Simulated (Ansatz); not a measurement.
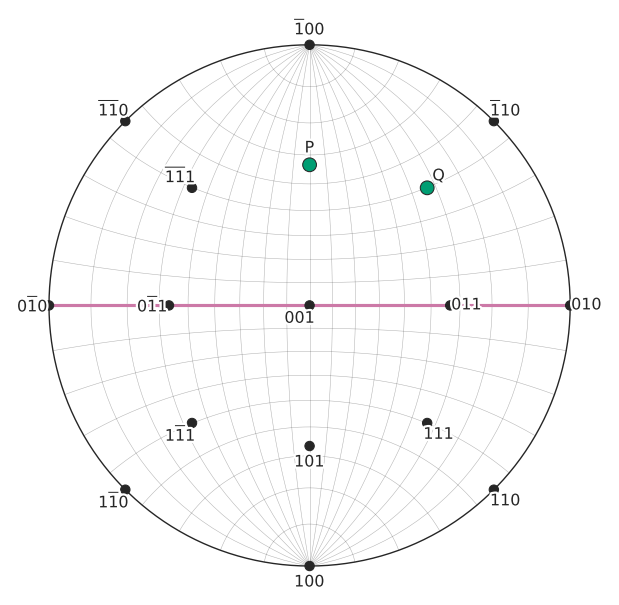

Crystal: MgBCl5, the geometry relaxed with Ansatz, DFT PBE, scalar-relativistic, plane waves, PAW; the starting structure was generated, so it need not be a known form of this composition. Stereographic projection of plane normals (upper hemisphere) centred on (0 0 1). The drawing is computed from the coordinates (standard cell, symmetry found to 0.002 Å).

a = 4.601 Å, b = 4.601 Å, c = 7.004 Å, α = 90.00°, β = 90.00°, γ = 90.00°.

Q: Index the poles marked P, Q.

A: P is (−1 0 1), 56.7° from the centre; Q is (−1 1 1), 65.1° from the centre.

Q: Which zone does the coloured great circle trace?

A: The zone [1 0 0]: its poles satisfy h = 0.

Q: What is the angle between the normals of (0 −1 0) and (0 1 1), and what are their d_hkl = 1/|g|?

A: 146.7°; d = 4.601 Å and 3.845 Å.
